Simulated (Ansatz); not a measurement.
# N₂H₃: single-point calculation

System: N₂H₃, multiplicity 2, SMILES [NH]N.
Method: UKS wB97M-V/def2-TZVPP (Ansatz 0.2.0).

The geometry comes from this level: PBE0-D4/def2-TZVP. Figures and captions count atoms from 1; the log counts them from 0 in places.

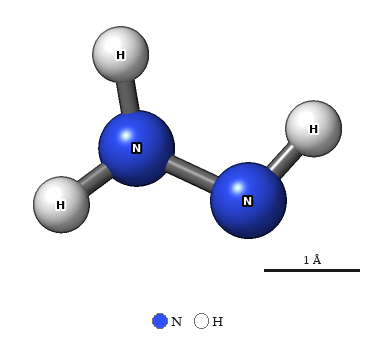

**Figure 1.** The structure (ball-and-stick view, seen on its broad side). Bond lengths as drawn: H–N 1.01 to 1.02 Å and N–N 1.34 Å.

**Input**
```yaml
crystal:
  periodic: [false, false, false]
  atoms:
    - {symbol: N, position_ang: [-0.187713, -0.817923, 0.454316]}
    - {symbol: N, position_ang: [-0.128730, 0.235461, -0.368556]}
    - {symbol: H, position_ang: [0.759859, -0.951123, 0.811313]}
    - {symbol: H, position_ang: [-1.030953, 0.592386, -0.640087]}
    - {symbol: H, position_ang: [0.587527, 0.941189, -0.256985]}
basis:
  gaussian: {orbitals: def2-TZVPP}
magnetization: {spin_polarized: true, initial_magnetization: 1}
hamiltonian: {xc: {name: wB97M-V}}
output: {forces: true, orbitals: {seedname: orbitals}}
```

Machine: 4 threads of Arm Neoverse V1, 23 GiB of memory available, shared host.

Command:
```bash
ansatz run in.yaml --threads 4 --pin off --events-out ev --progress --plain --max-ram 10444MiB
```

**Log**
```
Functional definition: wB97M-V
  name "wB97M-V"
  cite "Mardirossian & Head-Gordon, J. Chem. Phys. 144, 214110 (2016) doi:10.1063/1.4952647"
  cite "Becke, J. Chem. Phys. 107, 8554 (1997) doi:10.1063/1.475007"
  cite "Vydrov & Van Voorhis, J. Chem. Phys. 133, 244103 (2010) doi:10.1063/1.3521275"
  # Of w^i u^j: cxij and so on, Table III.
  parameter omega = 0.3/bohr
  parameter cx = 0.15
  parameter cx01 = 1.007
  parameter cx10 = 0.259
  parameter css00 = 0.443
  parameter css04 = -1.437
  parameter css10 = -4.535
  parameter css20 = -3.390
  parameter css43 = 4.278
  parameter cos00 = 1.000
  parameter cos10 = 1.358
  parameter cos20 = 2.924
  parameter cos21 = -8.812
  parameter cos60 = -1.390
  parameter cos61 = 9.142
  parameter b = 6.0
  parameter c = 0.01
  gx(w, u) = 1 - cx + cx01*u + cx10*w
  gss(w, u) = css00 + css04*u^4 + css10*w + css20*w^2 + css43*w^4*u^3
  gos(w, u) = cos00 + cos10*w + (cos20 + cos21*u)*w^2 + (cos60 + cos61*u)*w^6
  exchange = spin_sum(e_x_unif_sr(omega)*gx(b97_w, b97_u_x)) + cx*exact_x_sr(omega) + exact_x_lr(omega)
  correlation = spin_sum(e_c_pw_mod_same_spin*gss(b97_w, b97_u_same))
      + integral(e_c_pw_mod_opposite_spin*gos(b97_w_opposite, b97_u_opposite)) + vv10(b, c)
487 factors; their error is unknown
123 factors; integrals over basis functions are off by at most 6.8e-6 eV
mean field evaluation 1: about -3024.2086 eV, gradient 2.5e1 eV
mean field evaluation 2: about -3025.2256 eV, gradient 2.0e1 eV
mean field evaluation 4: about -3026.7584 eV, gradient 8.7e-1 eV
mean field evaluation 8: about -3026.7665 eV, gradient 3.9e-2 eV
mean field evaluation 16: about -3026.7676 eV, gradient 4.1e-4 eV
mean field -3026.76761377 eV, -111.2316581893 hartree, gradient 3.9e-5 eV, S^2 0.753443; 0 other end points of the search recorded, 0 dependent functions left out
the calculation of the forces begins
reference -3026.76764345 eV, -111.2316592799 hartree; 9, 8 occupied and 95, 96 virtual orbitals, 487 factors
Total energy: -3026.76764345 eV, -111.2316592799 hartree
Atom 0 at    -0.187713    -0.817923     0.454316 Å, force     0.075696    -0.206249     0.182215 eV/Å
Atom 1 at    -0.128730     0.235461    -0.368556 Å, force    -0.019864     0.286780    -0.177226 eV/Å
Atom 2 at     0.759859    -0.951123     0.811313 Å, force    -0.070684     0.013914    -0.024046 eV/Å
Atom 3 at    -1.030953     0.592386    -0.640087 Å, force     0.048316    -0.025262     0.012043 eV/Å
Atom 4 at     0.587527     0.941189    -0.256985 Å, force    -0.033464    -0.069184     0.007013 eV/Å
Dipole moment:     0.242658     0.486014    -0.084608 e Å
```

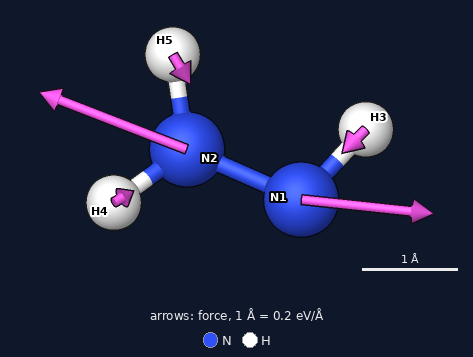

**Figure 2.** Forces on the atoms as pink arrows (ball-and-stick view, seen at a tilt; atoms are numbered from 1 in the order of the input). The largest act on N2 (0.34 eV/Å); N1 (0.29 eV/Å). The geometry is not a stationary point of this energy.

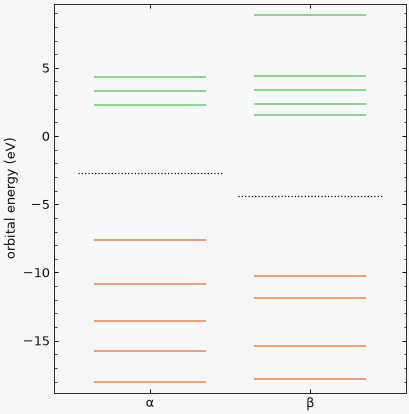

**Figure 3.** Orbital energies near the frontier for α and β spins; the dotted line parts filled from empty levels, and levels within 0.02 eV of each other stand side by side. α: highest filled −7.66 eV, lowest empty 2.29 eV, 9.95 eV apart; β: highest filled −10.26 eV, lowest empty 1.51 eV, 11.77 eV apart.

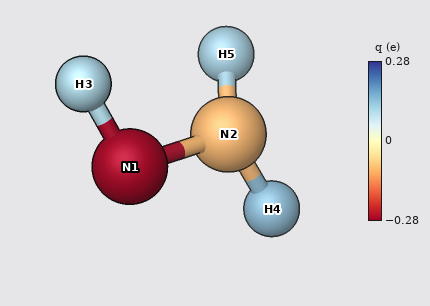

**Figure 4.** Mulliken charges, as the colour of each atom (ball-and-stick view, seen at an oblique angle; atoms are numbered from 1 in the order of the input). By element: N −0.27 to −0.10 and H +0.10 to +0.15 e.

**Summary**

```tsv
quantity	value
outcome	converged
total energy	−3026.7676 eV
⟨S²⟩	0.753
SCF solution under orbital rotations	stable
HOMO (either spin)	−7.66 eV
LUMO (either spin)	1.51 eV
largest force (length of the vector)	0.338 eV/Å
dipole moment	2.64 D
wall time	2.4 s (CPU time 7.6 s)
peak memory	0.22 GiB
```
